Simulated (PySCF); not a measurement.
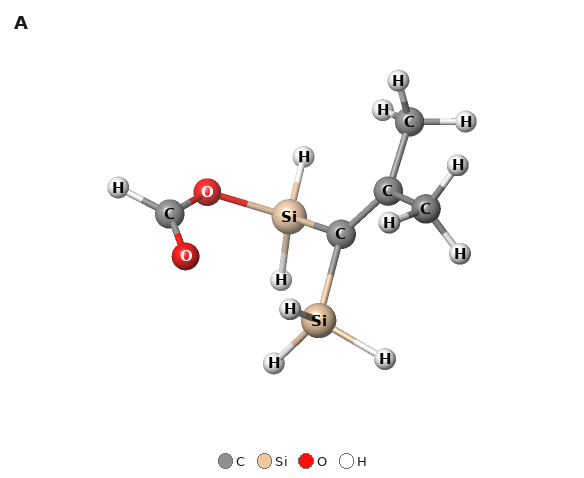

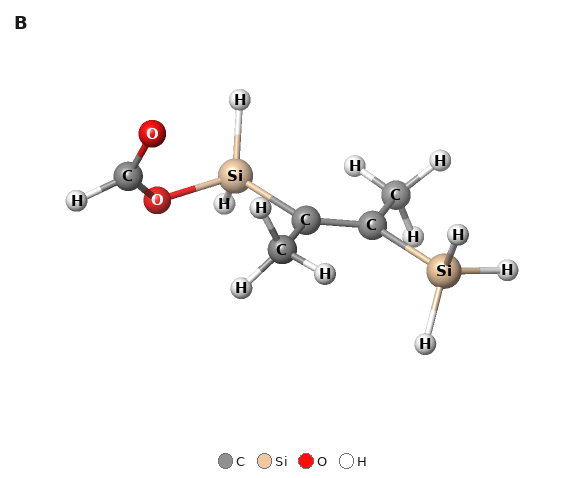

2 stationary structures of one formula. Geometries: GFN2-xTB. Electronic energies: PBE0/pcSseg-1 (PySCF 2.14.0), without zero-point energy. No frequency run is at hand to confirm each as a minimum. Each is one conformer, not always the lowest.

> Which is lowest in energy, and by how much?

A is lowest; B lies 0.175 eV above it. A is `CC(C)=C([SiH3])[SiH2]OC=O`, B is `C/C([SiH3])=C(/C)[SiH2]OC=O`.

The geometry is semi-empirical. Around Si such bond lengths and angles can be off by a tenth of an ångström or more and by several degrees, and values that hang on the shape move with them.
